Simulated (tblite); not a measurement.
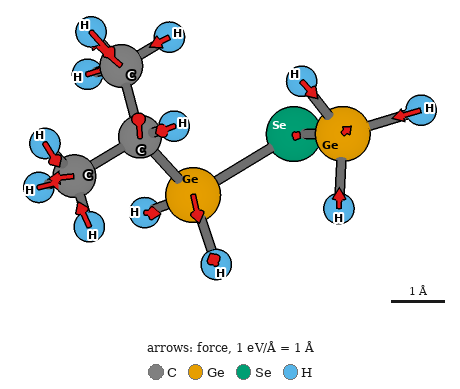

Starting geometry of C₃H₁₂Ge₂Se with the computed forces as red arrows. The picture is a ball-and-stick view, seen face on.

The calculation used GFN2-xTB geometry optimisation, gas phase (tblite). 

Is this structure relaxed? If not, where do the atoms go?

It isn't relaxed: the largest force vector, on a C atom, is 1.08 eV/Å. The final displacements have little in common with the starting forces (cosine between the two patterns 0.16). The energy falls by 4.24 kcal/mol in 113 geometry steps. The largest move after the best rigid fit is that of an H atom, 0.59 Å. By element the largest moves are H 0.59 Å, Se 0.27 Å, Ge 0.15 Å, C 0.11 Å. Some distances before and after: Ge–H 1.551 → 1.498 Å, C–Ge 1.958 → 2.009 Å, Ge–H 1.557 → 1.522 Å, C–H 1.120 → 1.089 Å. Among the angles between lasting bonds that change: Ge–Se–Ge 91.3° → 95.4°, Se–Ge–H 109.4° → 105.4°, H–Ge–H 109.8° → 106.0°. The run took 0.93 s on 1 thread of Arm Neoverse V1 (shared host).
